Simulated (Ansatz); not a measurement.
Input

```
crystal:
  lattice:
    - [-3.4410962, 3.4410962, 4.88857254]
    - [3.4410962, -3.4410962, 4.88857254]
    - [3.4410962, 3.4410962, -4.88857254]
  atoms:
    - { symbol: Al, position: [0.75, 0.25, 0.5] }
    - { symbol: Al, position: [0.25, 0.75, 0.5] }
    - { symbol: Mo, position: [0.0, 0.0, 0.0] }
    - { symbol: Mo, position: [0.5, 0.5, 0.0] }
    - { symbol: As, position: [0.77095745, 0.27095745, 0.0419149] }
    - { symbol: As, position: [0.27095745, 0.22904255, 0.5] }
    - { symbol: As, position: [0.72904255, 0.77095745, 0.5] }
    - { symbol: As, position: [0.22904255, 0.72904255, 0.9580851] }
    - { symbol: As, position: [0.75, 0.75, 0.0] }
    - { symbol: As, position: [0.25, 0.25, 0.0] }
kpoints:
  mp_grid: { grid: [4, 4, 4] }
hamiltonian:
  xc: pbesol
scf:
  occupations: { method: fermi_dirac, width: 0.03 }
relax:
  f_tol: 0.01
  cell: {}
  max_steps: 120
output:
  write_density: true
  write_potential: true
  elf: true
  volumetric_format: npy
```

Command:

```sh
ansatz run input.yaml --threads 4 --pin off --max-ram 4608MiB --backend cpu --events-out ev --progress --plain --runs-dir out
```

Below, planes, directions and counts refer to the conventional cell (a = 6.47 Å, b = 6.47 Å, c = 9.69 Å, α = 90.00°, β = 90.00°, γ = 90.00°).

The fields are those of the run's last geometry, not of the input's.

Space group I4/mcm; a structure from a database of computed crystals, not necessarily the ambient phase; started from the SrTiO3-140 prototype, which need not be the ambient phase; computed without spin polarisation.

These are results of DFT, PBEsol, plane waves, PAW in Ansatz 0.2.0, not measurements.

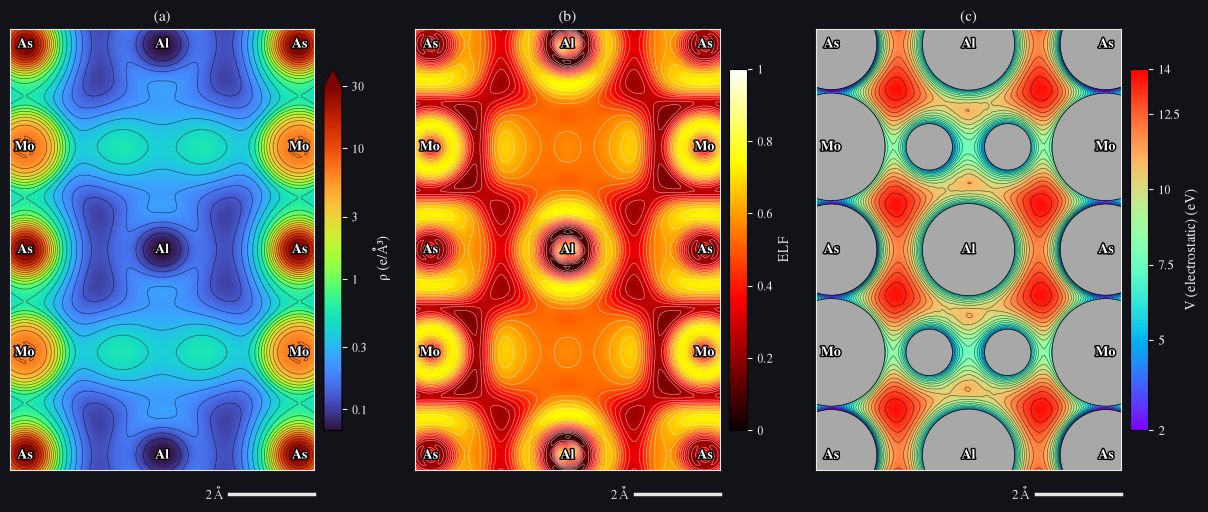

AlMoAs3. (a) valence electron density; (b) ELF; (c) electrostatic potential energy of an electron on the (100) plane of the conventional cell. Grey discs cover the atomic cores in the potential map.

In a PAW calculation such maps are meaningful between the atoms, not at the nuclei.

Interpret the plot.

Answer.
- Atoms in the plane: Al, Mo and As.
- Atoms just off the plane (As, 0.9 Å away) can leave unmarked features too.
- Mo–As (2.42 Å): ρ is about 0.58 e/Å³ halfway; the ELF is about 0.40 at the midpoint.
- Between the atoms the lowest density in this plane is 0.1 e/Å³.
- The features right at Mo lie inside the PAW spheres, where the map follows smoothed inner orbitals and isn't to be read closely.
- Outside the cores the potential energy rises away from the atoms and is highest about 1.8 Å from the nearest atoms; its zero is arbitrary.
